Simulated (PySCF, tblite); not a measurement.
# C5H9NO2Si: geometry, infrared bands and NMR shifts

What infrared bands and NMR shifts should C5H9NO2Si (`CCc1nocc1O[SiH3]`) show?

The runs use tblite 0.8.0 and PySCF 2.14.0, with density-fitted response routines of our own; the level of theory stands in each step. All values are computed, except where a source is named. Atoms are numbered from 0 throughout.

### 1 The starting structure

18 atoms, charge 0, multiplicity 1; geometry from: force field or distance geometry start.

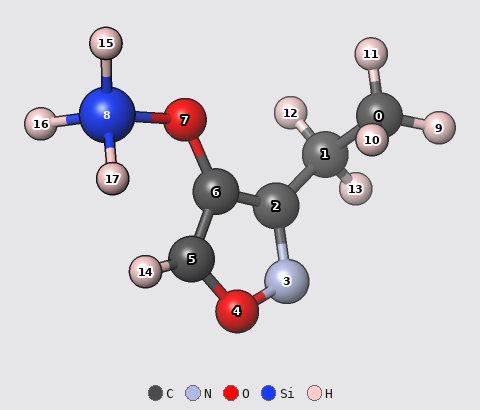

The starting geometry (carbon dark grey, nitrogen light blue, oxygen red, silicon blue, hydrogen pink), atoms numbered; sticks join atoms by distance.

### 2 Relaxing the molecule with GFN2-xTB

The job: settings as JSON, then the geometry in Å.

```
{"job": {"kind": "relax", "xc": "GFN2-xTB", "basis": "xTB"}, "charge": 0, "multiplicity": 1}
C     -2.382800    -0.739400     0.409100
C     -1.906700    -0.359300    -0.979700
C     -0.763200     0.600100    -0.843900
N     -0.903500     1.941500    -1.029100
O      0.231600     2.524300    -0.835300
C      1.156100     1.624600    -0.550200
C      0.531000     0.396200    -0.550700
O      1.117500    -0.860600    -0.283200
Si     2.812800    -0.880700     0.083300
H     -3.498800    -0.492100     0.474600
H     -1.828300    -0.132800     1.146200
H     -2.273400    -1.829100     0.573800
H     -1.585600    -1.259000    -1.537200
H     -2.702300     0.144800    -1.534500
H      2.183300     1.890900    -0.354300
H      3.144700    -1.967100     1.030600
H      3.514600    -1.024900    -1.201700
H      3.144100     0.429100     0.705900
```

On the command line:

```console
$ OMP_NUM_THREADS=1 python probes_run.py task.json out
```

One launch serves the whole session: the jobs run in the order shown.

**Question.** This job is followed by: GFN2-xTB harmonic vibrations, gas phase; GIAO PBE0/pcSseg-1 NMR shielding, non-relativistic, gas phase. Predict these results of the whole session: strongest single infrared mode (GFN2-xTB); zero-point energy (GFN2-xTB); 13C shifts against TMS (PBE0/pcSseg-1); 1H shifts against TMS (PBE0/pcSseg-1, means over atoms taken as alike); 15N shifts against NH3 (PBE0/pcSseg-1); 17O shifts against H2O (PBE0/pcSseg-1); 29Si shifts against TMS (PBE0/pcSseg-1).

**Answer**, as computed:

```
                                                              quantity                                value
                             strongest single infrared mode (GFN2-xTB)                2250 cm⁻¹, 395 km/mol
                                          zero-point energy (GFN2-xTB)                        82.2 kcal/mol
                                13C shifts against TMS (PBE0/pcSseg-1)  161.8, 148.1, 146.3, 22.4, 14.8 ppm
1H shifts against TMS (PBE0/pcSseg-1, means over atoms taken as alike)           8.19, 5.13, 2.92, 1.39 ppm
                                15N shifts against NH3 (PBE0/pcSseg-1)                            408.6 ppm
                                17O shifts against H2O (PBE0/pcSseg-1)                      358.8, 46.9 ppm
                               29Si shifts against TMS (PBE0/pcSseg-1)                            -35.5 ppm
```

What this shows: Relaxing lowered the energy by 0.951 eV in 166 steps; the close pair that moved most is O7–Si8, from 1.735 to 1.631 Å. All 48 modes are real, so the xTB geometry is a minimum. The strongest single mode, at 2250 cm⁻¹, moves mainly H17 and H16. Unscaled tight-binding wavenumbers are off by several per cent, some by more. Its intensities can rank the bands wrongly. At PBE0/pcSseg-1: Shielding is most anisotropic at N3 (span 426 ppm, paramagnetic term -461 ppm). NICS(1)zz of -25 ppm above the planar ring from C2 marks a diatropic (aromatic) ring current.
